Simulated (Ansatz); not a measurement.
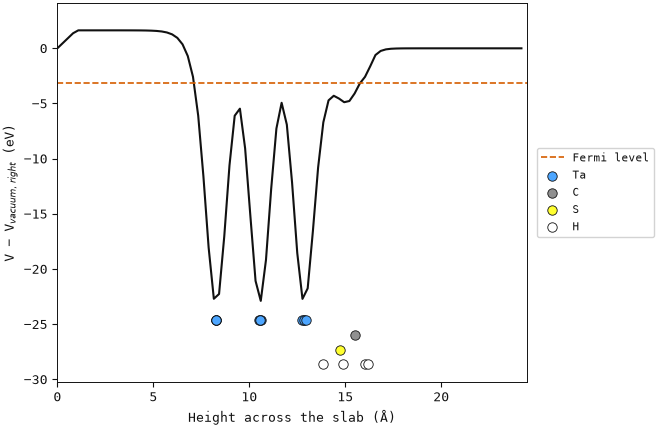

Plane-averaged electrostatic potential energy of an electron across the slab; circles at the bottom mark the heights of the atoms (positions after relaxation).

The material is a (110) slab cut from Ta (Im-3m), of composition Ta₁₂H₄CS (not the bulk's), ended by Ta planes, 18 atoms in the cell.

Computed with Ansatz 0.2.0: DFT PBE+D3(BJ), scalar-relativistic, plane waves, PAW, no spin polarisation, 4×4×1 k mesh, 420 eV cutoff.

What is the work function?

Answer. The work function is 3.16 eV at the right face and 4.79 eV at the left.

How thick are slab and vacuum?

Answer. The outermost atoms are 7.9 Å apart, which leaves 16.5 Å of vacuum in a cell 24.4 Å high.

Do the two faces differ, and what does that say about the slab's dipole?

Answer. The vacuum level is 1.63 eV higher at the left than at the right, so the slab carries a dipole along its normal; the ramp in the vacuum, at or near the edge of the plot, is the dipole correction that keeps each side flat. Some atoms were held fixed in the relaxation, which can itself make the faces differ.

Spin-orbit coupling is left out, which matters for Ta.
